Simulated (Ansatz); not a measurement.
Bond-angle distributions (per cent of the angles at each element, bins of 10°) of a relaxed model of amorphous Ga12As12Se36 at 4.65 g/cm³. These are PBE-D3(BJ), scalar-relativistic without spin-orbit coupling, PAW (Ansatz default set, large-core Se) (plane waves to 420 eV; Ansatz, a first-principles code) values and carry that method's errors.

A CHGNet melt-quench gave the starting glass, which DFT then relaxed. The hot cell started wider than the set density and was brought back towards it in steps. It is the lowest in DFT energy of 3 quenches. It is a model cell: composition and starting density were chosen by hand, and all elements were melted together. The geometry includes D3(BJ) dispersion. Its density started from a set value of 4.43 and ended at 4.65 g/cm³. Cooling (nominally 99 K/ps over its main leg) ran many orders faster than in experiment, which tends to leave more defects and strain. Values belong to this one cell and scatter from quench to quench. Volume and shape were free in the relaxation.

Neighbours within Ga-Ga 2.93 Å, Ga-As 2.89 Å, Ga-Se 2.78 Å, As-As 2.86 Å, As-Se 2.88 Å, Se-Se 2.76 Å count as bonded.

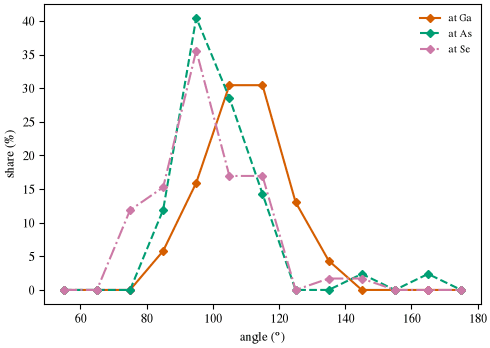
Figure. Bond-angle distributions

They go with these counts of neighbours within the cut-offs, cation contacts included: Ga mean 3.9, most often 4; As mean 3.2, most often 3; Se mean 2.3, most often 2.
